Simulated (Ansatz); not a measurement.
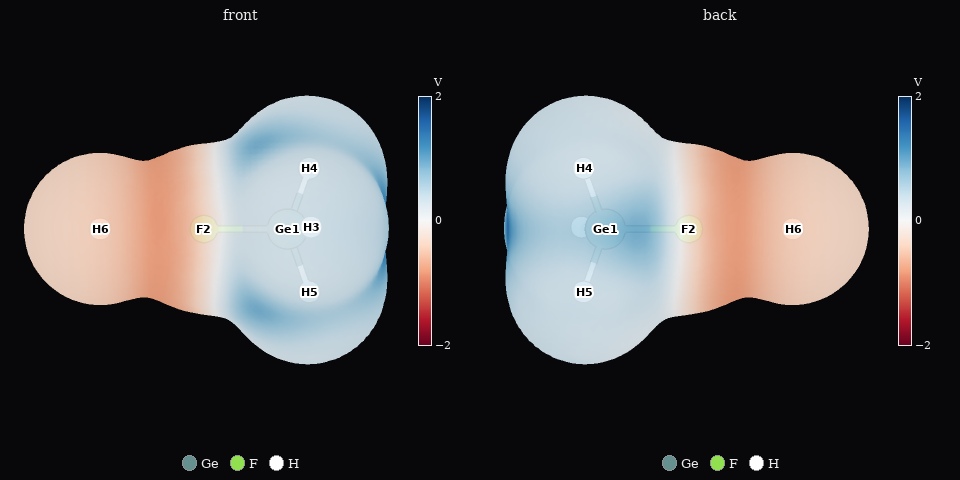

The picture shows: FGeH3···H (doublet). The molecular electrostatic potential painted on the density surface at 0.001 e/bohr³, seen from the front and from behind; the colour scale runs from red (negative) to blue (positive).

Not at a stationary point (largest force 1.1 eV/Å).

All numbers below come from Ansatz 0.2.0, UKS PBE0/def2-TZVP.

```xyz
6

Ge    0.0003    0.0000   -0.1064
F     0.0002    0.0000    1.6066
H     1.4652    0.0000   -0.5676
H    -0.7320    1.2687   -0.5678
H    -0.7320   -1.2687   -0.5678
H    -0.0001    0.0000    3.7344
```

Q: Which sites attract a positive test charge, and which a negative one?

A: A positive charge is drawn to the negative regions and a negative charge to the positive ones. The most negative region (about −0.8 V, or −18 kcal/mol for a unit charge) lies over F2, the most positive (about +1.5 V, or +35 kcal/mol for a unit charge) over Ge1.
